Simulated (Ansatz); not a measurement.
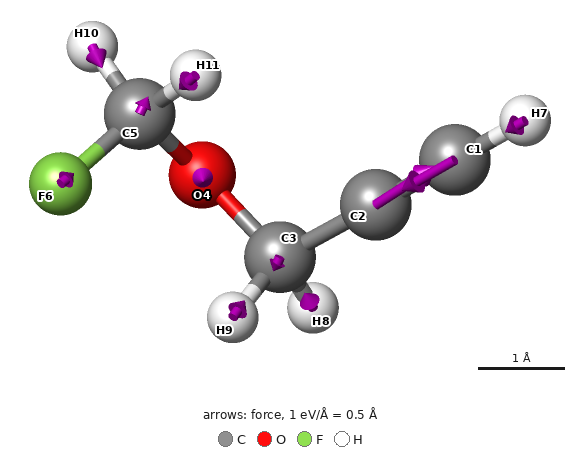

Starting geometry of C4H5FO with the computed forces as purple arrows. The picture is a ball-and-stick view, seen at a tilt.

The start comes from PBE-D4/def2-SVP.

These are results of RKS PBE0-D4/def2-TZVP (Ansatz 0.2.0), not measurements. (force threshold 0.005 eV/Å; at most 150 steps)

Is this structure relaxed? If not, where do the atoms go?

It isn't relaxed: the largest force vector, on C2, is 1.94 eV/Å. The final displacements follow the starting forces only in part (cosine between the two patterns 0.33). The energy falls by 0.070 eV in 9 accepted moves (10 points after the start). Largest force component: 1.6 eV/Å at the start, 0.0012 eV/Å at the end. The line search rejected the trial step at point 4 of the run. The atom that moves furthest after the best rigid fit is H7 (0.069 Å). By element the largest moves are H 0.069 Å, F 0.061 Å, C 0.050 Å, O 0.028 Å. Among the contacts that change: C1–C2 1.222 → 1.200 Å, C5–H11 1.117 → 1.096 Å, C3–H9 1.114 → 1.095 Å, C3–H8 1.109 → 1.091 Å. The run took 40 s on 4 threads of Arm Neoverse V1 (shared host).
